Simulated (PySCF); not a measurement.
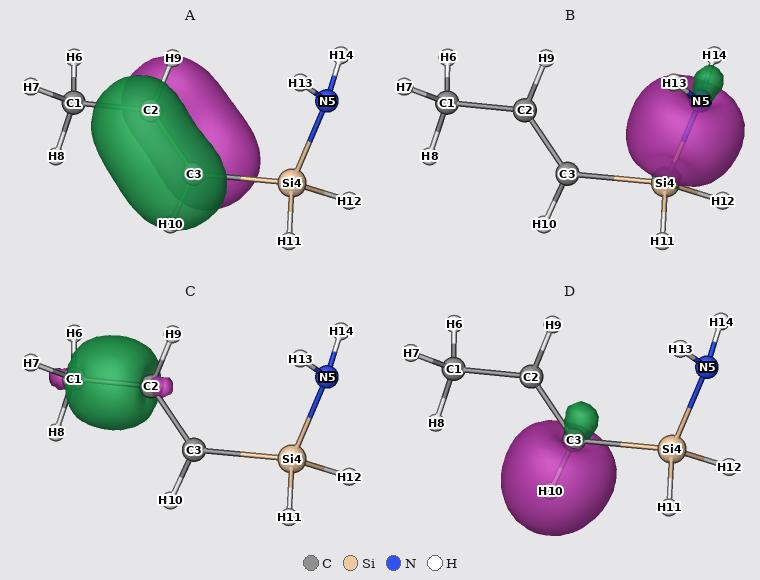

*C3H9NSi, SMILES `C/C=C/[SiH2]N`. Pipek–Mezey orbitals, occupied; each surface holds about 80 % of the orbital's density. Energies are diagonal elements of the Fock matrix.*

Level of theory: PBE0/6-311G** (PySCF), at a geometry from GFN2-xTB. No frequency check shows the geometry to be a minimum.

Input

```python
import numpy as np
from pyscf import gto, scf, dft, lo
from pyscf.data.elements import chemcore

def solve(mol, dm0=None, hcore=None):
    mf = (dft.UKS if mol.spin else dft.RKS)(mol, xc='pbe0')
    mf.grids.level = 3
    mf = mf.density_fit(auxbasis='def2-universal-jkfit')
    mf.conv_tol, mf.max_cycle = 1e-8, 80
    if hcore is not None:
        mf.get_hcore = lambda *args: hcore
    mf.kernel(dm0)
    if not mf.converged:
        mf = mf.newton().run(mf.mo_coeff, mf.mo_occ, max_cycle=30)
    assert mf.converged, 'SCF not converged'
    return mf

mol = gto.M(atom='''
C     -2.86385     0.21635    -0.00079
C     -1.37469     0.32512    -0.00276
C     -0.52719    -0.69581     0.00016
Si     1.35342    -0.54805     0.00116
N      1.98067     1.06024     0.00005
H     -3.27990     0.71614    -0.86785
H     -3.27614     0.70529     0.89065
H     -3.18005    -0.82437    -0.00637
H     -0.99519     1.34099    -0.00650
H     -0.95060    -1.69452     0.00387
H      1.88602    -1.16741     1.21059
H      1.88081    -1.15234    -1.23290
H      1.85020     1.62158     0.82829
H      1.84669     1.63173    -0.81608
''', basis='6-311g**', charge=0, spin=0, verbose=4)
mf = solve(mol)
occ_all = mf.mo_coeff[:, mf.mo_occ > 0]
occ = occ_all[:, chemcore(mol):]
pm = lo.PM(mol, occ, pop_method='meta_lowdin')
loc = pm.kernel()
for _ in range(5):
    new, stable = pm.stability_jacobi(return_status=True)
    if stable:
        break
    loc = pm.kernel(new)
fock, s = mf.get_fock(), mf.get_ovlp()
ortho = lo.orth_ao(mol, 'meta_lowdin')
labels = mol.ao_labels(fmt=None)
vir = loc[:, :0]
both = np.hstack([loc, vir])
p = (ortho.T @ s @ both) ** 2
pop = np.array([p[[l[0] == a for l in labels]].sum(0) for a in range(mol.natm)])
spd = np.array([[p[[l[0] == a and l[2][-1] == k for l in labels]].sum(0) for k in 'spd'] for a in range(mol.natm)])
eps = np.einsum('pi,pq,qi->i', both, fock, both)
for i in np.argsort(eps):
    top = np.argsort(-pop[:, i])[:3]
    print('%3d %s %9.4f Eh ' % (i + 1, 'occ' if i < loc.shape[1] else 'vir', eps[i]), '  '.join('%s%d %.3f' % (mol.atom_symbol(a), a + 1, pop[a, i]) for a in top))
np.savez('result.npz', c=both, nocc=loc.shape[1], pop=pop, spd=spd, eps=eps, e=mf.e_tot)
```

Launched as:

```sh
OMP_NUM_THREADS=1 python input.py
```

The run took 35 s on 1 thread of Arm Neoverse N1, with other jobs on the host, peak memory 0.6 GiB.

### Identify each orbital.

By panel:
- A: π bond C3–C2 (C3 51 %, C2 46 %; −7.9 eV)
- B: σ bond N5–Si4 (N5 70 %, Si4 29 %; −15.4 eV)
- C: σ bond C1–C2 (C1 50 %, C2 50 %; −15.1 eV)
- D: σ bond C3–H10 (C3 55 %, H10 44 %; −13.6 eV)
